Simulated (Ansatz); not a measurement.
# CCl$_{2}$Si: molecular dynamics (part 4 of 4)

Continued. System: CCl$_{2}$Si, SMILES ClC#[Si]Cl. Method: RKS LDA/def2-SVP (Ansatz 0.2.0). It belongs to a series of runs on one base structure; here: dynamics from the last frame of an earlier run.

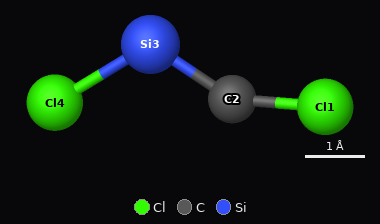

The geometry at step 166 of the log (ball-and-stick view, seen at a tilt; atoms are numbered from 1 in the order of the input).

### Input file
```yaml
crystal:
  periodic: [false, false, false]
  atoms:
    - { symbol: Cl, position_ang: [1.779098, -1.45841, 1.952255] }
    - { symbol: C, position_ang: [1.201023, -1.038024, 0.325892] }
    - { symbol: Si, position_ang: [0.685699, 0.295808, -0.717566] }
    - { symbol: Cl, position_ang: [-1.319241, 0.238158, -1.09316] }
basis:
  gaussian: { orbitals: def2-SVP }
hamiltonian:
  xc: lda
md:
  timestep: 2.0
  n_steps: 166
  ensemble: nvt_langevin
  temperature: 300.0
  initial_velocities: maxwell_boltzmann
  seed: 64167
  friction: 0.01
  temperature_schedule:
    - { n_steps: 41, end_temperature: 300.0 }
    - { n_steps: 125, end_temperature: 10.0 }
scf:
  lower_state_search: "off"
```

Launch command:
```bash
ansatz run input.yaml --threads 1 --pin off --max-ram 2048MiB --backend cpu --events-out ev --progress --plain --runs-dir out
```

### Summary

| quantity | value |
| --- | --- |
| outcome | finished |
| mean temperature over the second half | 339 K |
| trajectory | 166 steps, 332 fs |
| ensemble | nvt_langevin |
| temperature in the input | 300.0 K |
| time step | 2.0 fs |
| potential energy (last step) | −33824.1980 eV |
| mean-field energy (last step) | −33824.1980 eV |
| largest force (length of the vector) (last step) | 1.861 eV/Å |
| hardware | 1 thread of Arm Neoverse V1, 24 GiB of memory available, shared host |
| wall time | 1.9 min |
| peak memory | 0.089 GiB |

### Notes

So short a trajectory is not equilibrated. The logged temperature at the start can lie below the typed one, since it is counted over all degrees of freedom.
